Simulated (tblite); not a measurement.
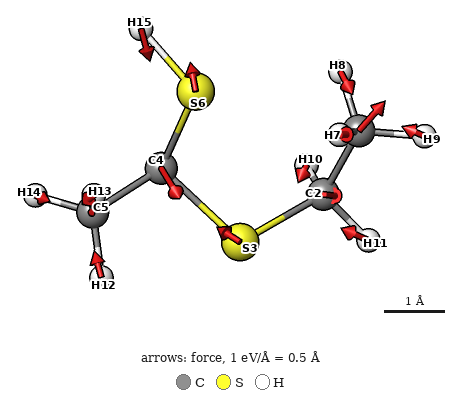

Starting geometry of C$_{4}$H$_{9}$S$_{2}$ (multiplicity 2) with the computed forces as red arrows. Style: ball-and-stick. Shown at a tilt.

The calculation used GFN2-xTB geometry optimisation, gas phase (tblite). 

**Is this structure relaxed? If not, where do the atoms go?**

It isn't relaxed: the largest force vector, on a C atom, is 2.14 eV/Å. The final displacements follow the starting forces only in part (cosine between the two patterns 0.36). The largest move after the best rigid fit is that of an H atom, 1.43 Å. By element the largest moves are H 1.43 Å, S 0.68 Å, C 0.35 Å. Some distances before and after: C–S 1.829 → 1.732 Å, H–S 1.406 → 1.334 Å, C–S 1.819 → 1.766 Å, C–C 1.534 → 1.491 Å. Among the angles between lasting bonds that change: C–S–H 109.9° → 94.8°, S–C–C 104.1° → 116.7°, S–C–S 106.6° → 118.2°. Groups turn about C–C by about 45°, C–S by about 30°. The energy falls by 24.6 kcal/mol in 117 geometry steps.
